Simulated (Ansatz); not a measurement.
System: CH$_{2}$AlS$_{2}$ (SMILES S=[CH][AlH][S-]) (charge −1).

```yaml
atoms:
  - { symbol: C, position_ang: [-0.3948, -1.0346, 2.5639] }
  - { symbol: Al, position_ang: [-1.4328, 0.6847, 2.7675] }
  - { symbol: S, position_ang: [-0.4965, -2.0851, 1.3083] }
  - { symbol: S, position_ang: [-1.1401, 1.8789, 4.4612] }
  - { symbol: H, position_ang: [0.3171, -1.3177, 3.3614] }
  - { symbol: H, position_ang: [-2.3992, 0.8870, 1.4985] }
```

Geometry: PBE0-D3(BJ)/def2-SVPD.

Method: isolated molecule in a Gaussian basis; Kohn-Sham density functional theory, functional PBE0 (Ansatz).

### What will maps of the electron density and electron localisation function show?

C–S (1.64 Å): the density is about 1.6 e/Å³ at the midpoint; the ELF peaks at about 0.90 between the atoms: a covalent bond.
C–Al (2.02 Å): ρ at the midpoint is about 0.64 e/Å³; the ELF peaks at about 1 between the atoms, as expected for a shared but strongly polarised pair.
Al–S (2.09 Å): ρ at the midpoint is about 0.75 e/Å³; the ELF peaks at about 0.85 in the valence shell of S, 0.9 Å from its nucleus, and is about 0.80 at the midpoint.
C–H (1.11 Å): ρ at the midpoint is about 2 e/Å³; the ELF climbs to about 1 towards the hydrogen, as it does in any bond to H: an ordinary covalent bond to hydrogen.

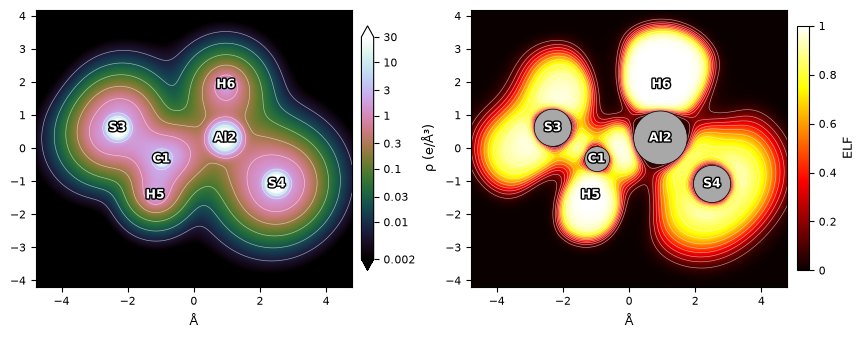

Computed electron density and electron localisation function on the molecular plane, in this order. Grey discs cover the atomic cores in the ELF map. 
